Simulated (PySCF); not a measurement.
# CH₅ClGe (Chloromethylgermane): what the fields show

```yaml
atoms:
  - { symbol: Cl, position_ang: [1.9389, 0.2159, 1.1676] }
  - { symbol: C, position_ang: [0.9729, -0.0899, -0.3045] }
  - { symbol: Ge, position_ang: [-0.9456, 0.0365, 0.1083] }
  - { symbol: H, position_ang: [1.2320, -1.0893, -0.6800] }
  - { symbol: H, position_ang: [1.2628, 0.6520, -1.0612] }
  - { symbol: H, position_ang: [-1.2491, 1.4513, 0.6241] }
  - { symbol: H, position_ang: [-1.2941, -1.0038, 1.1832] }
  - { symbol: H, position_ang: [-1.7616, -0.2395, -1.1703] }
```

Geometry: PBE0-D3(BJ)/def2-SVP.

The calculation used B3LYP/def2-SVPD, SCF density, gas phase (PySCF 2.14.0).

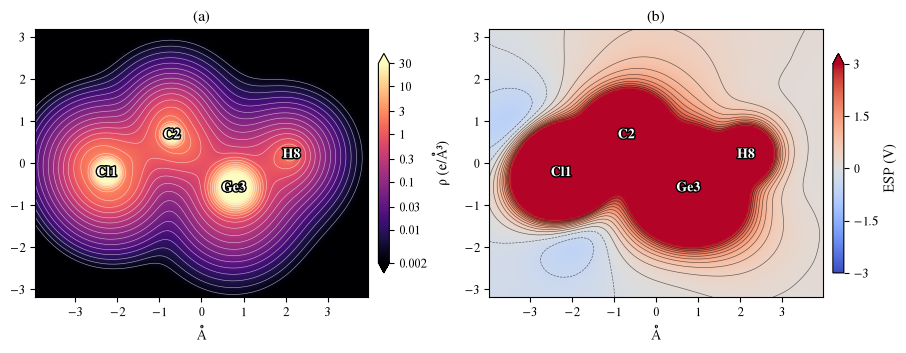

Figure 1. (a) total electron density; (b) electrostatic potential on the plane of atoms Cl1, C2 and Ge3.

> Describe what can be read from this map.

The section cuts through Cl, C, Ge and H sites.
C–Cl (1.79 Å): the density is about 1.3 e/Å³ at the midpoint.
C–Ge (1.97 Å): the density is about 0.87 e/Å³ at the midpoint.
Ge–H (1.54 Å): the density is about 1 e/Å³ at the midpoint.
Outside the dense part of the molecule the potential is most negative (−0.7 V) near Cl1.

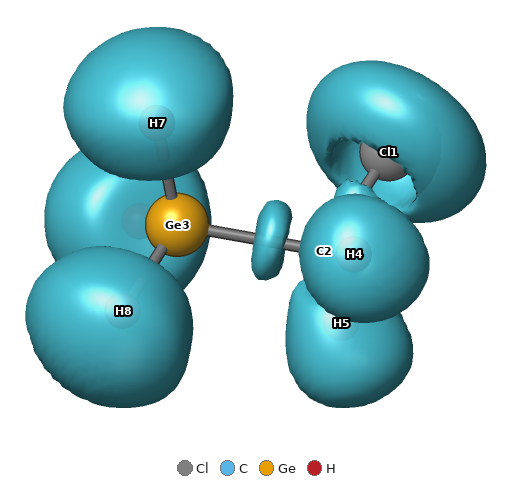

Figure 2. Isosurface of the electron localisation function at 0.8 (cyan), seen at a tilt. Core shells and regions of very low density are left out.

> What do the ELF domains correspond to?

The ELF exceeds this value in one region between bonded C–Cl atoms (shared pairs), five regions around hydrogen nuclei, one lobe of the valence shell of C pointing towards Ge (polar bonds) and one ring or bowl of non-bonding electrons around Cl. Profiles from the grid: C–Cl (1.79 Å): the ELF peaks at about 0.90 between the atoms; localised, covalent bonding. C–Ge (1.97 Å): the ELF peaks at about 0.95 in the valence shell of C, 0.7 Å from its nucleus, and is about 0.70 at the midpoint.

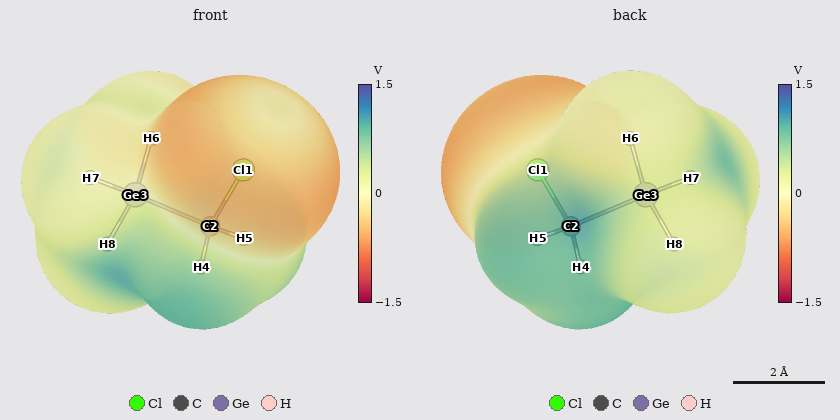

Figure 3. The electrostatic potential painted on the density surface at 0.001 e/bohr³, seen from the front and from behind; red is negative and blue positive.

> Where is the surface potential most negative and most positive?

The most negative region (about −0.6 V) lies over Cl1, the most positive (about +1.0 V) over Ge3.
